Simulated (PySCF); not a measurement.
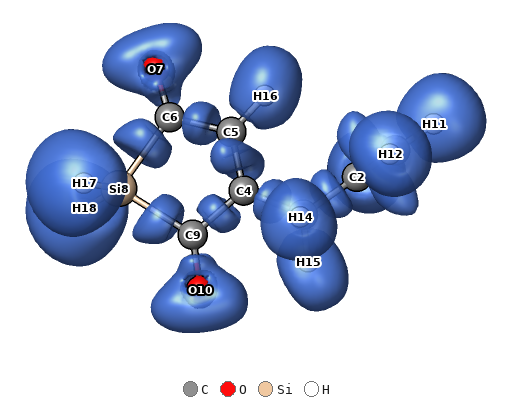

C7H8O2Si (SMILES C=CCC1=CC(=O)[SiH2]C1=O). Isosurface of the electron localisation function at 0.75 (blue), seen at a tilt. Only the valence region is drawn (cores and ρ < 0.01 e/Å³ removed).

Geometry: GFN2-xTB.

Computed with PySCF, PBE0/pcSseg-1, SCF density, gas phase, non-relativistic.

```xyz
18

C     3.1128    0.7984   -0.4622
C     2.1148   -0.0355   -0.6840
C     1.2318   -0.6026    0.3818
C    -0.2131   -0.2830    0.1785
C    -0.7032    0.7867   -0.4741
C    -2.1646    0.9312   -0.5555
O    -2.7280    1.7246   -1.2776
Si   -2.9515   -0.3657    0.6383
C    -1.2279   -1.2243    0.7278
O    -0.9577   -2.3443    1.0999
H     3.7281    1.1738   -1.2616
H     3.3623    1.1373    0.5303
H     1.8822   -0.3599   -1.6898
H     1.5377   -0.2257    1.3632
H     1.3230   -1.6948    0.4130
H    -0.0725    1.5361   -0.9317
H    -3.2763    0.2440    1.9235
H    -4.0067   -1.1902    0.0686
```

Question: Describe the localisation domains.

Answer: The ELF exceeds this value in six regions between bonded C–C atoms (shared pairs), two regions between bonded C–Si atoms (shared pairs), eight regions around hydrogen nuclei and two regions on O in which the atom's valence shell and bonds are merged.

Values along the shortest contacts:
C–O (1.21 Å): the ELF peaks at about 0.85 between the atoms (a multiple bond). C–C (1.32 Å): the ELF peaks at about 0.90 between the atoms: a short, multiple covalent bond.
